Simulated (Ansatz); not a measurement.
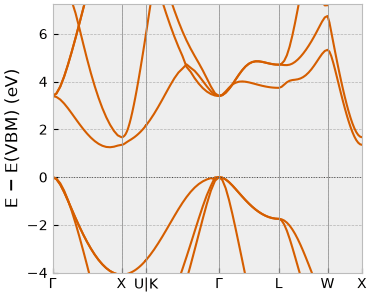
Band structure from the program Ansatz at the PBE level (PAW)

**Question.** Read off the gap and where the band edges lie.

**Answer.** About 1.2 eV (1.25 eV by a search for the band edges); maximum at Γ, minimum on the Γ–X line, 83 % of the way from Γ.

**Question.** Which compound is it?
(A) K2S, anti-fluorite
(B) BP, zinc blende
(C) CaS, rock salt
(D) BeSe, zinc blende

**Answer.** B, BP, zinc blende

Space group F-43m (zinc blende). The cell was relaxed with PBE under the symmetry of its start.

Potentials: the later of the program's two PAW sets.
